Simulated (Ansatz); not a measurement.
# C in place of N at several sites of random wurtzite alloy of AlN and GaN (72 atoms)

Aim: make C in place of N at several sites of random wurtzite alloy of AlN and GaN (72 atoms), relax each, and compare their energies.

Method: Kohn-Sham DFT, LDA, PAW (set soft_2), plane waves, in Ansatz 0.2.0.

### 1. The structure

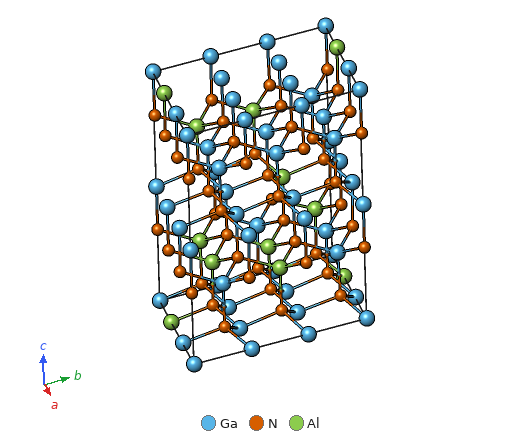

The cell as given, slightly off an axis (gallium blue, nitrogen orange, aluminium green). Bonds to atoms that aren't drawn are left out. Some periodic images of atoms are drawn too.

The cell holds 72 atoms: 27 Ga, 36 N and 9 Al. Cell: a = 9.509 Å, b = 9.509 Å, c = 10.268 Å, α = 90.0°, β = 90.0°, γ = 120.0°. It derives from AlN (wurtzite) and GaN, repeated 3×3×2. Wurtzite AlN, 3 x 3 x 2 conventional cells, 27 of 36 Al sites given to Ga at random (x = 0.750), lattice by Vegard's rule (a = 3.17 Å, c = 5.134 Å); not relaxed, displaced by a Gaussian of 0.02 Å.

Structure file:

```xyz
72
Lattice="9.5094 0.0000 0.0000 -4.7547 8.2354 0.0000 0.0000 0.0000 10.2684" Properties=species:S:1:pos:R:3 pbc="T T T"
Ga    0.0067    0.0173    0.0108
N    -0.0149    1.8536    0.6291
Al   -0.0002    1.8296    2.5480
N     9.4713    0.0129    3.1806
Ga    0.0060    0.0132    5.1253
N    -0.0259    1.8483    5.7636
Al   -0.0129    1.8443    7.6732
N     0.0059    0.0386    8.3169
Ga    7.9039    2.7701    0.0045
N    -1.6292    4.5484    0.6272
Ga   -1.6031    4.5677    2.5519
N     7.9074    2.7552    3.1999
Ga   -1.5893    2.7814    5.0982
N    -1.5891    4.5688    5.7709
Al   -1.6094    4.5471    7.7006
N     7.9123    2.7585    8.3194
Ga    6.3123    5.4764   10.2414
N    -3.1663    7.3096    0.6079
Al   -3.1890    7.3239    2.6058
N     6.3191    5.4732    3.1856
Ga    6.2958    5.4677    5.1604
N    -3.1655    7.3186    5.7817
Ga   -3.1434    7.3303    7.6920
N    -3.1708    5.5203    8.2974
Al    3.2015    0.0086    0.0056
N     3.1929    1.8342    0.6192
Al    3.1681    1.8697    2.5486
N    -1.6046    8.2257    3.2108
Ga   -1.5727    8.2195    5.1550
N     3.1872    1.8066    5.7401
Ga    3.1788    1.8283    7.6915
N     3.1548    0.0002    8.3474
Ga    1.6205    2.7390   10.2623
N     1.5840    4.5974    0.6392
Al    1.5956    4.5487    2.5578
N     1.5786    2.7738    3.2223
Ga    1.6038    2.7637    5.1562
N     1.6042    4.6294    5.7560
Ga    1.6247    4.6081    7.7204
N     1.5955    2.7645    8.2957
Ga   -0.0346    5.4881   10.2568
N    -0.0010    7.3198    0.6751
Ga   -0.0135    7.2979    2.5678
N    -0.0142    5.4890    3.1871
Al   -0.0045    5.4812    5.1369
N    -0.0305    7.3149    5.7751
Ga    0.0066    7.3428    7.6892
N     0.0200    5.5151    8.3187
Ga    6.3587    0.0281    0.0183
N     6.3532    1.8542    0.5930
Ga    6.3536    1.8318    2.5502
N     1.6092    8.2202    3.2112
Ga    6.3329    0.0311    5.1609
N     6.2989    1.8596    5.7857
Ga    6.3915    1.8165    7.7370
N     6.3405    0.0287    8.3286
Ga    4.7472    2.7427   10.2506
N     4.7449    4.5765    0.6490
Al    4.7369    4.5583    2.5584
N     4.7679    2.7391    3.1794
Ga    4.7426    2.7394    5.1019
N     4.7586    4.5967    5.7679
Ga    4.7368    4.5696    7.6898
N     4.7450    2.7306    8.3414
Ga    3.1599    5.4888    0.0161
N     3.1727    7.3797    0.6229
Ga    3.1675    7.3004    2.5611
N     3.1886    5.4819    3.1902
Ga    3.1979    5.4431    5.1633
N     3.1953    7.3138    5.7213
Ga    3.1605    7.3266    7.6886
N     3.1512    5.4822    8.3271
```

What the set-up can't give: The Brillouin zone is sampled at Γ only, in a cell whose shortest periodic width is 8 Å.

### 2. Single point at the start

A single point comes first, to see the forces before anything moves.

The input, input.yaml:

```yaml
crystal:
  lattice:
    - [9.5094, 0.0, 0.0]
    - [-4.7547, 8.23538, 0.0]
    - [0.0, 0.0, 10.2684]
  atoms:
    - { symbol: Ga, position: [0.00175, 0.0021, 0.00105] }
    - { symbol: "N", position: [0.11097, 0.22508, 0.06127] }
    - { symbol: Al, position: [0.11106, 0.22216, 0.24814] }
    - { symbol: "N", position: [0.99678, 0.00157, 0.30975] }
    - { symbol: Ga, position: [0.00143, 0.0016, 0.49913] }
    - { symbol: "N", position: [0.1095, 0.22444, 0.56129] }
    - { symbol: Al, position: [0.11062, 0.22395, 0.74726] }
    - { symbol: "N", position: [0.00297, 0.00469, 0.80995] }
    - { symbol: Ga, position: [0.99935, 0.33636, 0.00044] }
    - { symbol: "N", position: [0.10482, 0.5523, 0.06108] }
    - { symbol: Ga, position: [0.10874, 0.55464, 0.24852] }
    - { symbol: "N", position: [0.99882, 0.33456, 0.31163] }
    - { symbol: Ga, position: [0.00174, 0.33774, 0.49649] }
    - { symbol: "N", position: [0.11028, 0.55478, 0.56201] }
    - { symbol: Al, position: [0.10683, 0.55214, 0.74993] }
    - { symbol: "N", position: [0.99953, 0.33496, 0.81019] }
    - { symbol: Ga, position: [0.99629, 0.66498, 0.99737] }
    - { symbol: "N", position: [0.11083, 0.88759, 0.0592] }
    - { symbol: Al, position: [0.10931, 0.88932, 0.25377] }
    - { symbol: "N", position: [0.99681, 0.6646, 0.31023] }
    - { symbol: Ga, position: [0.99403, 0.66393, 0.50255] }
    - { symbol: "N", position: [0.11146, 0.88868, 0.56306] }
    - { symbol: Ga, position: [0.11449, 0.8901, 0.74909] }
    - { symbol: "N", position: [0.00172, 0.67031, 0.80805] }
    - { symbol: Al, position: [0.33719, 0.00105, 0.00055] }
    - { symbol: "N", position: [0.44712, 0.22272, 0.0603] }
    - { symbol: Al, position: [0.44667, 0.22703, 0.2482] }
    - { symbol: "N", position: [0.33068, 0.99883, 0.31269] }
    - { symbol: Ga, position: [0.33365, 0.99807, 0.50203] }
    - { symbol: "N", position: [0.44485, 0.21937, 0.55901] }
    - { symbol: Ga, position: [0.44529, 0.22201, 0.74905] }
    - { symbol: "N", position: [0.33177, 2.0e-05, 0.81292] }
    - { symbol: Ga, position: [0.33671, 0.33259, 0.99941] }
    - { symbol: "N", position: [0.4457, 0.55825, 0.06225] }
    - { symbol: Al, position: [0.44396, 0.55234, 0.24909] }
    - { symbol: "N", position: [0.33441, 0.33681, 0.31381] }
    - { symbol: Ga, position: [0.33645, 0.33559, 0.50214] }
    - { symbol: "N", position: [0.44977, 0.56214, 0.56055] }
    - { symbol: Ga, position: [0.45063, 0.55955, 0.75186] }
    - { symbol: "N", position: [0.33563, 0.33569, 0.80789] }
    - { symbol: Ga, position: [0.32957, 0.66641, 0.99887] }
    - { symbol: "N", position: [0.4443, 0.88882, 0.06575] }
    - { symbol: Ga, position: [0.44167, 0.88617, 0.25007] }
    - { symbol: "N", position: [0.33177, 0.66652, 0.31038] }
    - { symbol: Al, position: [0.33231, 0.66557, 0.50026] }
    - { symbol: "N", position: [0.44091, 0.88823, 0.56241] }
    - { symbol: Ga, position: [0.4465, 0.89162, 0.74882] }
    - { symbol: "N", position: [0.33694, 0.66968, 0.81013] }
    - { symbol: Ga, position: [0.67038, 0.00341, 0.00178] }
    - { symbol: "N", position: [0.78067, 0.22515, 0.05775] }
    - { symbol: Ga, position: [0.77935, 0.22243, 0.24835] }
    - { symbol: "N", position: [0.6683, 0.99816, 0.31273] }
    - { symbol: Ga, position: [0.66785, 0.00378, 0.5026] }
    - { symbol: "N", position: [0.77529, 0.22581, 0.56345] }
    - { symbol: Ga, position: [0.78241, 0.22057, 0.75348] }
    - { symbol: "N", position: [0.66851, 0.00349, 0.81109] }
    - { symbol: Ga, position: [0.66573, 0.33304, 0.99827] }
    - { symbol: "N", position: [0.77682, 0.55571, 0.0632] }
    - { symbol: Al, position: [0.77488, 0.5535, 0.24915] }
    - { symbol: "N", position: [0.66769, 0.3326, 0.30963] }
    - { symbol: Ga, position: [0.66505, 0.33264, 0.49685] }
    - { symbol: "N", position: [0.77949, 0.55817, 0.56171] }
    - { symbol: Ga, position: [0.77556, 0.55488, 0.74888] }
    - { symbol: "N", position: [0.66477, 0.33157, 0.81234] }
    - { symbol: Ga, position: [0.66554, 0.66649, 0.00157] }
    - { symbol: "N", position: [0.78169, 0.8961, 0.06066] }
    - { symbol: Ga, position: [0.77633, 0.88647, 0.24942] }
    - { symbol: "N", position: [0.66814, 0.66565, 0.31068] }
    - { symbol: Ga, position: [0.66676, 0.66094, 0.50283] }
    - { symbol: "N", position: [0.78006, 0.88809, 0.55718] }
    - { symbol: Ga, position: [0.77718, 0.88965, 0.74876] }
    - { symbol: "N", position: [0.66422, 0.66569, 0.81094] }
kpoints:
  mp_grid: { grid: [1, 1, 1] }
hamiltonian:
  xc: lda
scf:
  occupations: { method: gaussian, width: 0.05 }
output:
  forces: true
```

The run is started by

```console
ansatz run input.yaml --threads 4 --pin off --max-ram 8192MiB --backend cpu --events-out ev --progress --plain --runs-dir out
```

Numbers of over 12 decimals in the logs are rounded to 6 here.

What it wrote:

```text
Engine: ansatz 0.2.0, x86_64-unknown-linux-gnu
Pseudopotentials: kind: paw
Pseudopotential: Ga, paw, valence charge 13, recommended cutoff 420 eV (normal), Ga.paw.azcp
Pseudopotential: N, paw, valence charge 5, recommended cutoff 420 eV (normal), N.paw.azcp
Pseudopotential: Al, paw, valence charge 3, recommended cutoff 420 eV (normal), Al.paw.azcp
[... 3 lines on functional and potentials left out ...]
Crystal: 72 atoms, lattice volume = 804.155 Å³
Basis set: ecut = 420 eV, 15743 PW (Γ)
Bands: 351, of which v1, the nominal top of the filled ones, is band 279 counted from 1 (278 counted from 0)
Symmetry: 1 space group operations
Space group: P1 (ITA 1), of the structure as read, at distance tolerance 9.3e-5 Å
k-points: 1
[... 10 lines on functional and potentials left out ...]
Initial density: superposition of atomic densities (neutral atoms: chi_scale 0, normalization atom), corrected by the library's trained network
Initial wavefunctions: pseudopotential atomic-orbital guess
Functional: x = slater, c = lda
SCF iter   1: F=—  HF=-118218.550654 eV  |F-HF|=—  |Δ(HF+E_count)|=         —  Δρ=8.90e-3  dr2=5.14e-1  ethr=1.77e-3  ⟨swp⟩=5.0  Hψ=1227  notcnv=0  defer=47
preconditioner: auto → Resta (q_TF=auto, 2.567 Å⁻¹)  ε∞=4.7  [insulator: Δε(μ)=2.329 eV  Ē_g=16.033 eV  σ=0.050 eV  W_gap=1.00  n_scr=224 (ndim 8)  ℏωp=30.9 eV  f_vac=0.000  D(μ)=0.00/eV (n_scr^D=0)  ε∞_Penn≈4.7]
SCF iter   2: F=—  HF=-118218.399464 eV  |F-HF|=—  |Δ(HF+E_count)|=   1.51e-1  Δρ=3.12e-3  dr2=5.18e-2  ethr=9.22e-5  ⟨swp⟩=3.0  Hψ=686  notcnv=0  defer=66
SCF iter   3: F=—  HF=-118218.384392 eV  |F-HF|=—  |Δ(HF+E_count)|=   1.51e-2  Δρ=1.18e-3  dr2=7.64e-3  ethr=9.29e-6  ⟨swp⟩=2.0  Hψ=378  notcnv=0  defer=38
automatic band count: iteration 3 solves 323 bands in place of 351: the levels show a gap, and the empty bands left out lie too high to hold charge; the band table lists the bands solved (type scf.n_extra_bands for more)
SCF iter   4: F=—  HF=-118218.382035 eV  |F-HF|=—  |Δ(HF+E_count)|=   2.36e-3  Δρ=3.09e-4  dr2=7.68e-4  ethr=1.37e-6  ⟨swp⟩=2.0  Hψ=538  notcnv=0  defer=38
SCF iter   5: F=—  HF=-118218.381687 eV  |F-HF|=—  |Δ(HF+E_count)|=   3.48e-4  Δρ=1.17e-4  dr2=1.18e-4  ethr=1.38e-7  ⟨swp⟩=2.0  Hψ=563  notcnv=0  defer=38
SCF iter   6: F=—  HF=-118218.381663 eV  |F-HF|=—  |Δ(HF+E_count)|=   2.46e-5  Δρ=2.71e-5  dr2=8.00e-6  ethr=2.11e-8  ⟨swp⟩=3.0  Hψ=528  notcnv=0  defer=38
SCF iter   7: F=—  HF=-118218.382539 eV  |F-HF|=—  |Δ(HF+E_count)|=   8.76e-4  Δρ=1.51e-5  dr2=1.59e-6  ethr=1.43e-9  ⟨swp⟩=2.0  Hψ=601  notcnv=0  defer=38
SCF iter   8: F=-118218.382538 eV  HF=-118218.382538 eV  |F-HF|=3.45e-8  |Δ(HF+E_count)|=   4.12e-7  Δρ=2.86e-6  dr2=7.38e-8  ethr=1.79e-11  ⟨swp⟩=2.0  Hψ=1170  notcnv=0
SCF 1 converged in 8 iterations: F = -118218.382538 eV  dr2 = 7.38e-8
  greatest PAW one-centre occupation: 0.996 electrons in one spin orbital (limit 2), on the Ga atom at site 10 (counted from 0), in its partial waves of l = 2
SCF converged after 8 iterations
Free energy (F): -118218.382538 eV
Harris-Foulkes:  -118218.382538 eV  (|F-HF|=3.45e-8)
Internal energy: -118218.382538 eV  (E = F + TS)
E sigma→0 (E₀):  -118218.382538 eV
Fermi energy:    10.057421 eV
--- Per-component energies (eV) ---
  E_band       = -288.796356
  E_kinetic    = 8106.760783
  E_local      = -61696.742001  (includes V_loc(G=0)·N_el)
  E_nonlocal   = 13413.607975
  E_hartree    = 28309.502010
  E_xc         = -4351.860846
  E_vxc        = -4586.265229  (∫ρ·V_xc dr)
  E_paw        = -60014.738899  (= ΣΔE_a)
  E_vpaw       = -12145.177535  (= ΣTr[D̂ρ^β])
  E_aug_tail   = 0.000520  (compensation charges beyond the density's cutoff)
  E_ewald      = -42034.964073
  E_core_change = 50.051992  (= ΣΔE_core)
  E_smearing   = -0.000000  (= −TS)
  E_closure    = -0.000000  (closes the sum)
  Σ components = -118218.382538   (vs F -118218.382538, Δ=0.00e0)
--- Forces (eV/Å), atoms counted from 1 ---
  atom   1  Ga     0.24447099    -0.03297579    -0.44014386
  atom   2  N      0.44262145     0.12776600     0.67872166
  atom   3  Al    -0.18218613     0.17104105     0.49452872
  atom   4  N      1.22812531     0.39674733    -0.42553124
  atom   5  Ga    -0.01668734    -0.01360712     0.02818886
  atom   6  N      0.40367256     0.09172091     0.46984567
  atom   7  Al     0.24617135     0.01593062     0.45974708
  atom   8  N     -0.17542934     0.30465576    -0.20518944
  atom   9  Ga     0.50433665    -0.41378731    -0.38271936
  atom  10  N      0.38181416     0.66854685    -0.20361923
  atom  11  Ga    -0.02320554     0.33700402     0.32943290
  atom  12  N      0.90246912    -0.51160873    -0.75313646
  atom  13  Ga    -0.34550416    -0.50413556     0.55329991
  atom  14  N      0.52569850     0.57670734     0.42953553
[...]
atom  71  Ga     0.48327048     0.10939290    -0.07979611
  atom  72  N      0.81877464     0.59175715     0.35588346
  max |Σ_I F_I| component: 6.96e-5 eV/Å
```

Wall time 4.8 s (4 threads of Intel Xeon Platinum 8223CL at 3.00GHz (Skylake/Cascade Lake), shared host); peak memory 1.1 GiB.

The r.m.s. force at the start is 0.49 eV/Å.

### 3. Relaxation

With the cell held, the atoms are moved downhill towards a nearby minimum.

The input, input.yaml:

```yaml
crystal:
  lattice:
    - [9.5094, 0.0, 0.0]
    - [-4.7547, 8.23538, 0.0]
    - [0.0, 0.0, 10.2684]
  atoms:
    [... the 72 atom lines of step 2 ...]
kpoints:
  mp_grid: { grid: [1, 1, 1] }
hamiltonian:
  xc: lda
scf:
  occupations: { method: gaussian, width: 0.05 }
output:
  forces: true
relax:
  f_tol: 0.05
  max_steps: 120
```

What it wrote:

```text
[...]
Crystal: 72 atoms, lattice volume = 804.155 Å³
Basis set: ecut = 420 eV, 15743 PW (Γ)
Bands: 351, of which v1, the nominal top of the filled ones, is band 279 counted from 1 (278 counted from 0)
Symmetry: 1 space group operations
[...]
k-points: 1
[...]
SCF iter   1: F=—  HF=-118218.550654 eV  |F-HF|=—  |Δ(HF+E_count)|=         —  Δρ=8.90e-3  dr2=5.14e-1  ethr=1.77e-3  ⟨swp⟩=5.0  Hψ=1227  notcnv=0  defer=47
[...]
SCF iter   5: F=—  HF=-118218.382570 eV  |F-HF|=—  |Δ(HF+E_count)|=   3.74e-4  Δρ=1.17e-4  dr2=1.18e-4  ethr=1.40e-7  ⟨swp⟩=2.0  Hψ=629  notcnv=0  defer=66
SCF iter   6: F=-118218.382534 eV  HF=-118218.382540 eV  |F-HF|=6.47e-6  |Δ(HF+E_count)|=   3.01e-5  Δρ=2.74e-5  dr2=8.17e-6  ethr=1.12e-8  ⟨swp⟩=2.0  Hψ=1162  notcnv=0
SCF 1 converged in 6 iterations: F = -118218.382534 eV  dr2 = 8.17e-6
[...]
relax step   1: F+E_penalty+E_count = -118218.38253394 eV  Δ(F+E_penalty+E_count) = +0.000e0 eV  max|allowed force component| = 1.287e0 eV/Å  Δτ_max = 0.0000 Å  (6 SCF iters, dr2 threshold 6.25e-5 eV, accepted)
[...]
relax step   2: F+E_penalty+E_count = -118219.31664496 eV  Δ(F+E_penalty+E_count) = -9.341e-1 eV  max|allowed force component| = 6.797e-1 eV/Å  Δτ_max = 0.0538 Å  (6 SCF iters, dr2 threshold 1.00e-4 eV, accepted)
[...]
relax step   3: F+E_penalty+E_count = -118219.61932607 eV  Δ(F+E_penalty+E_count) = -3.027e-1 eV  max|allowed force component| = 2.670e-2 eV/Å  Δτ_max = 0.0367 Å  (6 SCF iters, dr2 threshold 2.89e-5 eV, accepted)
[...]
relax step   4: F+E_penalty+E_count = -118219.61932688 eV  Δ(F+E_penalty+E_count) = -8.141e-7 eV  max|allowed force component| = 2.667e-2 eV/Å  Δτ_max = 0.0000 Å  (4 SCF iters, accepted)
SCF converged after 4 iterations
Free energy (F): -118219.619327 eV
[...]
Internal energy: -118219.619327 eV  (E = F + TS)
E sigma→0 (E₀):  -118219.619327 eV
Fermi energy:    10.024906 eV
[...]
Σ components = -118219.619327   (vs F -118219.619327, Δ=0.00e0)
--- Forces (eV/Å), atoms counted from 1 ---
  atom   1  Ga     0.00829608     0.02394176     0.01693745
  atom   2  N     -0.02527884    -0.01050575    -0.01238492
  atom   3  Al    -0.00496764     0.00608064    -0.01156909
  atom   4  N     -0.01220979    -0.00799053     0.01079142
[...]
atom  72  N     -0.00157262     0.00238731    -0.00064630
  max |Σ_I F_I| component: 1.94e-4 eV/Å
--- Relaxed structure (4 steps of the walk, 4 accepted, 0 SCFs on fresh bases) ---
  F+E_penalty+E_count = -118219.61932688 eV   max|allowed force component| = 2.667e-2 eV/Å
  atoms:
    - { symbol: Ga, position: [0.00174182, 0.00124619, 0.000647489] }
    - { symbol: N, position: [0.111026, 0.223071, 0.065962] }
    - { symbol: Al, position: [0.112449, 0.222929, 0.250840] }
    - { symbol: N, position: [1.005164, 0.00305851, 0.307847] }
[...]
- { symbol: N, position: [0.665981, 0.666676, 0.811565] }
```

Wall time 14 s (4 threads); peak memory 1.1 GiB; 50 s of CPU time.

The relaxation converged after 4 steps, 1.24 eV below its start, with a largest force component of 0.027 eV/Å.

### 4. Single point at the relaxed geometry

The electronic structure is read at the final geometry, in a run of its own.

The input, input.yaml:

```yaml
crystal:
  lattice:
    - [9.5094, 0.0, 0.0]
    - [-4.7547, 8.23538, 0.0]
    - [0.0, 0.0, 10.2684]
  atoms:
    - { symbol: Ga, position: [0.00174, 0.00125, 0.00065] }
    - { symbol: "N", position: [0.11103, 0.22307, 0.06596] }
    - { symbol: Al, position: [0.11245, 0.22293, 0.25084] }
    - { symbol: "N", position: [0.00516, 0.00306, 0.30785] }
    - { symbol: Ga, position: [0.00116, 0.00153, 0.49884] }
    - { symbol: "N", position: [0.11196, 0.2229, 0.56539] }
    [... 60 atom lines left out ...]
    - { symbol: Ga, position: [0.77888, 0.88885, 0.24935] }
    - { symbol: "N", position: [0.6644, 0.66251, 0.30717] }
    - { symbol: Ga, position: [0.66596, 0.66682, 0.49774] }
    - { symbol: "N", position: [0.77828, 0.88914, 0.55986] }
    - { symbol: Ga, position: [0.77886, 0.88977, 0.74983] }
    - { symbol: "N", position: [0.66598, 0.66668, 0.81156] }
kpoints:
  mp_grid: { grid: [1, 1, 1] }
hamiltonian:
  xc: lda
scf:
  occupations: { method: gaussian, width: 0.05 }
output:
  forces: true
  stress: true
  populations: true
  dos:
    method: { smearing: { sigma: 0.15 } }
    de: 0.1
    projected: { site_lists: { Al: [Al], Ga: [Ga], "N": ["N"] } }
  eigenvalues: true
  write_density: true
  write_potential: true
  volumetric_format: npy
  elf: true
```

What it wrote:

```text
[...]
Crystal: 72 atoms, lattice volume = 804.155 Å³
Basis set: ecut = 420 eV, 15743 PW (Γ)
Bands: 351, of which v1, the nominal top of the filled ones, is band 279 counted from 1 (278 counted from 0)
Symmetry: 1 space group operations
[...]
k-points: 1
[...]
SCF iter   1: F=—  HF=-118219.790131 eV  |F-HF|=—  |Δ(HF+E_count)|=         —  Δρ=9.03e-3  dr2=5.27e-1  ethr=1.77e-3  ⟨swp⟩=5.0  Hψ=1225  notcnv=0  defer=49
[...]
SCF iter   8: F=-118219.619327 eV  HF=-118219.619327 eV  |F-HF|=3.34e-8  |Δ(HF+E_count)|=   3.16e-7  Δρ=2.88e-6  dr2=7.08e-8  ethr=1.79e-11  ⟨swp⟩=17.0  Hψ=2923  notcnv=0
SCF 1 converged in 8 iterations: F = -118219.619327 eV  dr2 = 7.08e-8
[...]
SCF converged after 8 iterations
Free energy (F): -118219.619327 eV
[...]
Internal energy: -118219.619327 eV  (E = F + TS)
E sigma→0 (E₀):  -118219.619327 eV
Fermi energy:    10.024912 eV
[...]
--- Forces (eV/Å), atoms counted from 1 ---
  atom   1  Ga     0.00898779     0.02342332     0.01660727
  atom   2  N     -0.02584176    -0.01018339    -0.01181697
  atom   3  Al    -0.00488546     0.00565708    -0.01126875
  atom   4  N     -0.01115938    -0.00856468     0.00964882
  atom   5  Ga     0.00584516     0.01321558    -0.00257046
  atom   6  N      0.00047689    -0.02582036     0.02373747
  atom   7  Al     0.00239693    -0.00978047    -0.00621610
  atom   8  N     -0.01180420     0.00186048    -0.00722041
  atom   9  Ga     0.01621904    -0.00824984    -0.00222760
  atom  10  N     -0.01048800    -0.00038749     0.00240595
  atom  11  Ga    -0.00108993    -0.01447314     0.00410470
  atom  12  N      0.01017490    -0.00895669    -0.00121957
  atom  13  Ga     0.00928775    -0.00530588    -0.01058496
  atom  14  N      0.00078231     0.02655738     0.00619376
[...]
atom  71  Ga     0.00952511     0.00248219    -0.02207022
  atom  72  N     -0.00032546     0.00187853     0.00008038
  max |Σ_I F_I| component: 2.55e-4 eV/Å
--- Stress (GPa, compression-positive) ---
       -5.250035       0.000619      -0.003028
        0.000619      -5.229864       0.001249
       -0.003028       0.001248      -6.161047
  P = ⅓ Tr σ = -5.5470 GPa (-55.470 kbar)
--- Band table (eV) ---
[...]
--- Löwdin populations: 72 sites ---
  site symbol       q [e]
     0     Ga     12.2633
     1      N      5.7911
     2     Al      1.8980
[...]
71      N      5.7094
  spilling = 0.002814 (of n_electrons = 558.000000)
```

Wall time 7.9 s (4 threads); peak memory 1.1 GiB.

The run gave:

| Item | Value |
| --- | --- |
| free energy | -118219.6193 eV |
| free energy per atom | -1641.9392 eV/atom |
| SCF cycles | 8 |
| pressure | -5.547 GPa |
| r.m.s. force component | 0.01033 eV/Å |
| longest force | 0.03508 eV/Å |
| Fermi energy | 10.02 eV |
| gap (highest filled to lowest empty level) | 2.406 eV |
| spilling of the projection | 0.002814 |

[end of part 1 of 3]

[Logs are printed without paths, hosts, clocks, repeated set-up lines and the standing remarks that a program may print on its own settings, such as how far it seeks lower states.]

[Hosts, paths, dates, database ids (printed as entryN), source tags and the programs' standing remarks are cut or masked in the printed files.]
